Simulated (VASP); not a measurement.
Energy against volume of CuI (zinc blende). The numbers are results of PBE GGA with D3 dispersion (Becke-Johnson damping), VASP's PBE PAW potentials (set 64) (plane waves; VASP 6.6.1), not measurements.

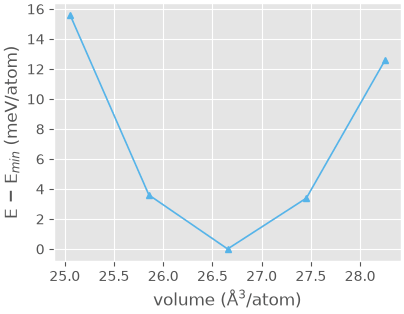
Figure: Energy against volume

### Question
Estimate the equilibrium volume and the bulk modulus.

### Answer
The minimum lies near 26.6 Å³/atom, and the curvature gives B0 of about 47 GPa.

The compound is CuI in the zinc blende structure. It was relaxed first.
